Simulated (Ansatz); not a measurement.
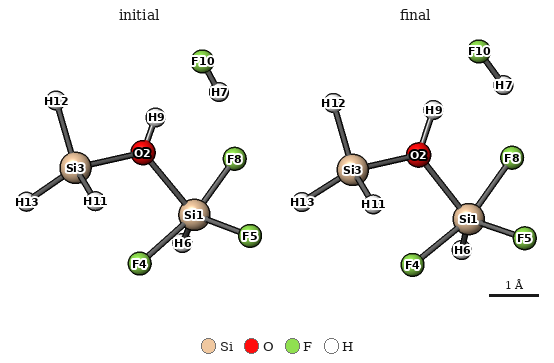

The structure of Si₂H₆OF₄ (started from a transition state, displaced along its imaginary mode) before (left) and after (right) a relaxation, at one scale.

A ball-and-stick model, seen at a tilt.

These are results of RKS PBE0-D4/def2-TZVP (Ansatz), not measurements. (force threshold 0.005 eV/Å; at most 200 steps)

Q: Describe what moved and what it gained.

A: The atom that moves furthest after the best rigid fit is H7 (0.24 Å). Largest moves by element: H 0.24 Å, F 0.21 Å, Si 0.11 Å, O 0.07 Å. Among the contacts that change: O2–H9 0.787 → 0.991 Å, H7–F10 0.769 → 0.956 Å, Si1–F8 1.554 → 1.703 Å, Si3–F4 2.590 → 2.522 Å. Among the angles between lasting bonds that change: Si1–O2–H9 112.6° → 117.7°, F5–Si1–H6 126.1° → 122.1°, Si3–O2–H9 122.6° → 119.2°. Over 8 accepted moves (9 points after the start) the energy falls by 306.6 kJ/mol. The largest force component goes from 15 to 0.0037 eV/Å. The line search rejected the trial step at point 3 of the run. The run took about 15 s of wall time on a shared GPU.
